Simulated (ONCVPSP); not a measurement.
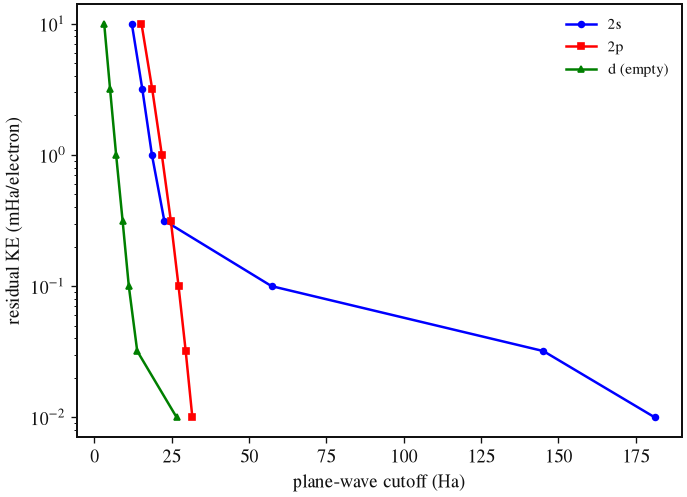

Residual kinetic energy of the pseudo-waves (the first of each channel, and further valence shells) beyond the plane-wave cutoff, as the generator prints it.

Carbon (C), optimised norm-conserving Vanderbilt (ONCV), made with ONCVPSP 4.0.1 (PBE, scalar-relativistic). Core [He], reference 2s2 2p1.5 (charge +0.5). Waves: 2s: rc 1.10 bohr, ncon 4, nbas 9, qcut 6.5 1/bohr, 2 projectors, debl 3.7 Ha; 2p: rc 1.65 bohr, ncon 3, nbas 7, qcut 9 1/bohr, 2 projectors, debl 1.4 Ha; d scattering state at 0.3 Ha: rc 1.80 bohr, ncon 4, nbas 7, qcut 5 1/bohr, 1 projector. Local part: polynomial inside 1.10 bohr (lpopt 2, dvloc0 0 Ha). Core correction: Teter function fitted to the true core (icmod 2), fcfact 0.7.

Question: Which wave is the hardest at 1 mHa per electron, and which settings govern it?

Answer: 2p, with rc = 1.65 bohr and qcut = 9 1/bohr. The optimisation minimises, but can't always remove, the kinetic energy above qcut²/2 = 40.5 Ha, and a larger rc would as a rule soften the wave at some cost in transferability.

Question: Read the cutoffs for an error of 1 mHa per electron.

Answer: 2p: 22 Ha; 2s: 19 Ha; d (empty): 7.1 Ha.

Question: Which cutoffs does the potential need for its occupied states?

Answer: 22 Ha for 1 mHa and 57 Ha for 0.1 mHa per electron. The first is set by 2p.
